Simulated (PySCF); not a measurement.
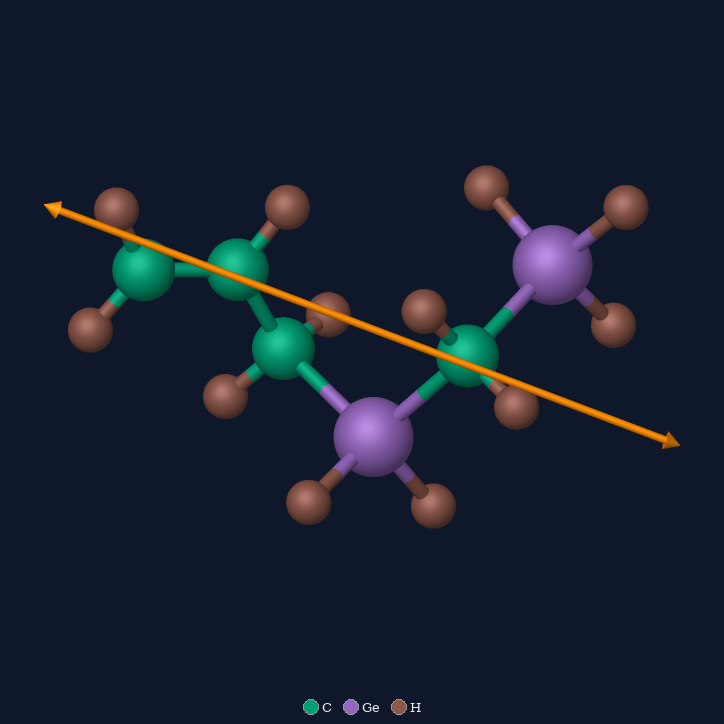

The double arrow shows the direction of the transition dipole to excited singlet state 1 (its length means nothing). Computed geometry: PBE0-D3(BJ)/def2-SVP optimisation. No frequency run is at hand to confirm it as a minimum. Method: TDDFT ωB97X-D/def2-SVPD, vertical, gas phase, core orbitals frozen in the response (PySCF 2.14.0).

Where does the transition lie, and how strong is it?

Answer. 6.73 eV (184 nm), oscillator strength 0.49, mainly HOMO → LUMO (weight 0.67); transition dipole 4.37 D.
